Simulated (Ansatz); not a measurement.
# BF (SMILES [B]F) at CCSD/def2-TZVPPD

What is the vertical electron affinity of BF at CCSD/def2-TZVPPD? 

The calculation is run with Ansatz 0.2.0.

39 further runs of the same task are left out: 1 that didn't finish, 38 set aside as unsound or not needed.

### Step 1. Starting point

BF: 2 atoms, total charge 0, spin state singlet. As SMILES, `[B]F`. Geometry: relaxed at PBE0-D4/def2-TZVP.

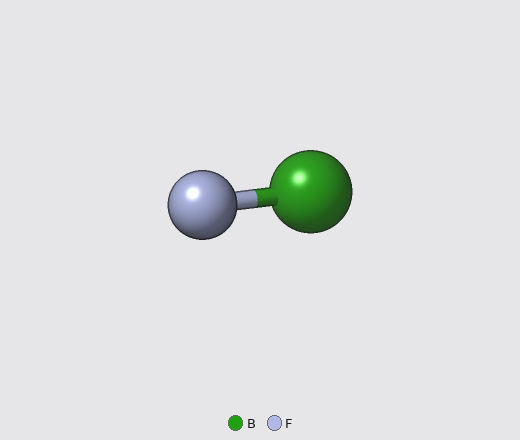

Viewed from a chosen angle; boron green, fluorine light blue.

### Step 2. The energy at CCSD/def2-TZVPPD

File job.yaml:

```yaml
crystal:
  periodic: [false, false, false]
  atoms:
    - {symbol: B, position_ang: [0.000000, -0.000000, -0.009350]}
    - {symbol: F, position_ang: [-0.000000, 0.000000, 1.253740]}
basis:
  gaussian:
    orbitals: def2-TZVPPD.json
correlation:
  method: ccsd
  frozen_orbitals: {B: 1, F: 1}
accuracy: high
scf:
  omitted_lower_state_checks: [cluster_reference, increment]
```

The basis set def2-TZVPPD is read from a file made from the Basis Set Exchange's data (not shown).

Started as:

```console
$ ansatz run job.yaml --threads 1 --pin off --max-ram 3480MiB --events-out events.jsonl --progress --plain --runs-dir runs
```

Log, cut to the lines that bear on the results:

```text
Warning: RAYON_NUM_THREADS=1 ignored (pool sized by the plan → 1); use --threads N
Functional definition: HF
  name "HF"
[...]
1035 factors; integrals over basis functions are off by at most 3.7e-9 eV
[...]
mean field -3378.63170719 eV, -124.1624251205 hartree, gradient 7.3e-9 eV, S^2 0.000000; 0 other end points of the search recorded, 0 dependent functions left out
2 core orbitals not correlated: weight in the atoms' cores, before any rotation towards them, 1.000 or more for the frozen orbitals, at most 0.000 for the correlated occupied ones
reference -3378.63170719 eV, -124.1624251205 hartree; 5, 5 occupied and 70, 70 virtual orbitals, 1035 factors
second order -8.74551963 eV of doubles, -0.00000000 eV of singles
cycle   1  -8.75041713 eV  change   -4.9e-3 eV  update   8.2e-2
[...]
cycle  22  -9.09431247 eV  change  -3.1e-11 eV  update  4.6e-10
Total energy: -3387.72601966 eV, -124.4966349393 hartree
Checks for a lower state left out: cluster_reference, increment
```

Run time: 2.1 s. Hardware: 1 thread of Arm Neoverse V1, shared host; peak memory 0.28 GiB.

### Step 3. The doublet anion at the same level

File job.yaml:

```yaml
crystal:
  periodic: [false, false, false]
  atoms:
    - {symbol: B, position_ang: [0.000000, -0.000000, -0.009350]}
    - {symbol: F, position_ang: [-0.000000, 0.000000, 1.253740]}
basis:
  gaussian: {orbitals: def2-TZVPPD.json}
total_charge: -1
magnetization: {spin_polarized: true, initial_magnetization: 1}
correlation: {method: ccsd, frozen_orbitals: {B: 1, F: 1}}
accuracy: high
scf: {omitted_lower_state_checks: [cluster_reference, increment]}
```

The basis set def2-TZVPPD is read from a file made from the Basis Set Exchange's data (not shown).

Started as:

```console
$ ansatz run job.yaml --threads 1 --pin off --max-ram 3480MiB --events-out events.jsonl --progress --plain --runs-dir runs
```

Log, cut to the lines that bear on the results:

```text
Warning: RAYON_NUM_THREADS=1 ignored (pool sized by the plan → 1); use --threads N
[... 2 set-up lines as earlier in the session ...]
[...]
1035 factors; integrals over basis functions are off by at most 3.7e-9 eV
[...]
mean field -3377.06878602 eV, -124.1049888268 hartree, gradient 4.0e-8 eV, S^2 0.806222; 15 other end points of the search recorded, 0 dependent functions left out
2 core orbitals not correlated: weight in the atoms' cores, before any rotation towards them, 1.000 or more for the frozen orbitals, at most 0.000 for the correlated occupied ones
reference -3377.06878602 eV, -124.1049888268 hartree; 6, 5 occupied and 69, 70 virtual orbitals, 1035 factors
second order -8.81519991 eV of doubles, -0.00000000 eV of singles
cycle   1  -8.82748143 eV  change   -1.2e-2 eV  update   8.8e-2
[...]
cycle  39  -9.22994063 eV  change  -8.0e-10 eV  update  5.7e-10
Total energy: -3386.29872665 eV, -124.4441828886 hartree
Checks for a lower state left out: cluster_reference, increment
```

It took 12 s on 1 thread of Arm Neoverse V1, shared host; peak memory 0.46 GiB.

### Step 4. Summary of results

Level: CCSD/def2-TZVPPD, 2 core orbitals frozen.

| quantity | value |
| --- | --- |
| singlet BF: total energy | -124.49663 Eh |
| singlet BF: correlation energy (2 core orbitals frozen) | -334.2 mEh |
| singlet BF: T1 diagnostic | 0.016 |
| doublet anion: total energy | -124.44418 Eh |
| doublet anion: correlation energy (2 core orbitals frozen) | -339.2 mEh |
| doublet anion: ⟨S²⟩ of the reference determinant | 0.806 |
| doublet anion: T1 diagnostic | 0.096 |
| vertical electron affinity (to the doublet anion) | -1.427 eV |

In words: The anion lies 1.43 eV (33 kcal/mol) above the neutral: the electron isn't bound at this level, and such a value depends on the basis. The T1 diagnostic (doublet anion) of 0.096 is above the customary mark for such species, so a single reference may not serve.
